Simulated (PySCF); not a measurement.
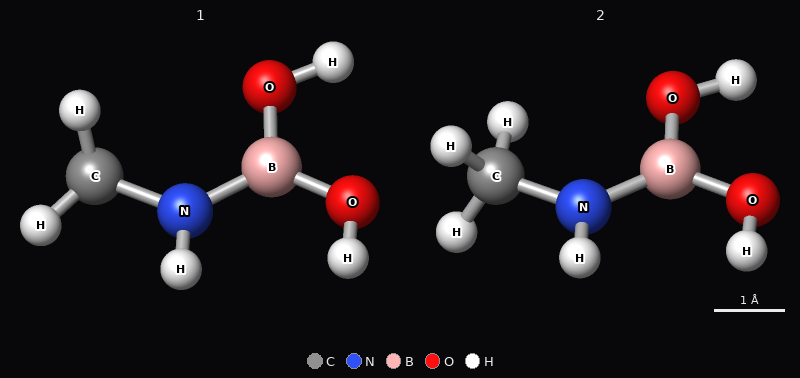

Two geometries of CH$_{6}$BNO$_{2}$, drawn at one scale. One is the start of a relaxation, the other its converged end. The picture is a ball-and-stick view, seen at a tilt.

All numbers below come from PBE0-D3(BJ)/def2-SVP geometry optimisation, gas phase in PySCF. 

Question: Which of the two is the end point?

Answer: Structure 2 is the relaxed one. The start comes from GFN2-xTB. Its atoms were then displaced at random by about 0.01 Å. Over 15 geometry steps the energy falls by 0.173 eV. An H atom moves most after the best rigid fit: 0.80 Å. Largest moves by element: H 0.80 Å, O 0.29 Å, N 0.11 Å, C 0.07 Å, B 0.05 Å. Some distances before and after: C–N 1.484 → 1.439 Å, C–H 1.067 → 1.098 Å, H–O 0.992 → 0.961 Å, B–O 1.360 → 1.378 Å. Among the angles between lasting bonds that change: N–C–H 108.6° → 112.4°, O–B–O 121.0° → 117.7°, H–C–H 110.5° → 107.5°. Groups turn about C–N by about 55°. The run took 49 s on 1 thread of Arm Neoverse V1 (shared host).
